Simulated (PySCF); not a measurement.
C8H7N, SMILES `c1ccn2cccc2c1`.

PySCF calculation, PBE0/6-31+G*, gas phase; geometry: GFN2-xTB. No frequency check shows the geometry to be a minimum.

Coordinates in Å:

```
C1       2.1208    0.6923    0.0000
C2       2.0768   -0.7224    0.0000
C3       0.8837   -1.3696    0.0000
N4      -0.2767   -0.6631    0.0000
C5      -1.5559   -1.0993    0.0000
C6      -2.3912   -0.0022    0.0000
C7      -1.5996    1.1475    0.0000
C8      -0.2754    0.7337    0.0000
C9       0.9591    1.4064    0.0000
H10      3.0774    1.1905    0.0000
H11      2.9937   -1.2892    0.0000
H12      0.7945   -2.4461    0.0000
H13     -1.7916   -2.1455    0.0000
H14     -3.4637   -0.0354    0.0000
H15     -1.9393    2.1638    0.0000
H16      0.9565    2.4852    0.0000
```

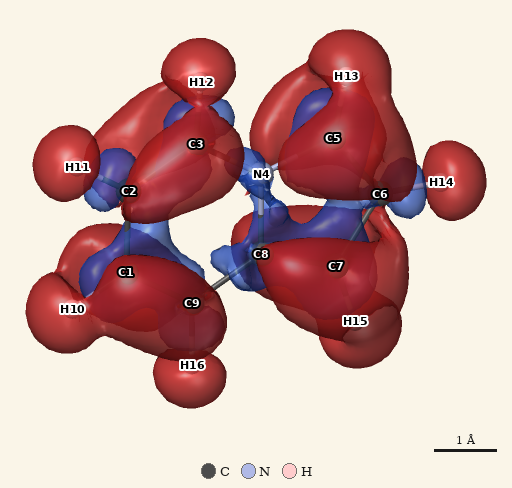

Fukui function f⁻ = ρ(N) − ρ(N−1) at fixed geometry, surfaces at ±0.01 e/Å³ (red positive, blue negative).

Q: Which atoms respond most to the removal of an electron?

A: f⁻ (Hirshfeld-condensed) is largest on C7 (0.13), C5 (0.13) and C1 (0.10); the vertical ionisation energy is 7.16 eV (the stability of the cation's solution wasn't checked). Condensed values hint at sites of electrophilic attack but needn't mark the atom that reacts. Shares this close don't rank the sites. Orbital relaxation makes it negative in places (0.19 e in all).

| atom | f⁻ | charge |
| --- | --- | --- |
| C1 | +0.10 | −0.07 |
| C2 | +0.07 | −0.07 |
| C3 | +0.08 | +0.01 |
| N4 | +0.02 | 0.00 |
| C5 | +0.13 | −0.05 |
| C6 | +0.06 | −0.09 |
| C7 | +0.13 | −0.11 |
| C8 | +0.06 | +0.01 |
| C9 | +0.07 | −0.05 |
| H10 | +0.04 | +0.05 |
| H11 | +0.04 | +0.06 |
| H12 | +0.04 | +0.07 |
| H13 | +0.05 | +0.06 |
| H14 | +0.04 | +0.06 |
| H15 | +0.05 | +0.05 |
| H16 | +0.04 | +0.06 |

Run time: 3.6 min on 1 thread of Arm Neoverse V2, with other jobs on the host, peak memory 0.94 GiB.
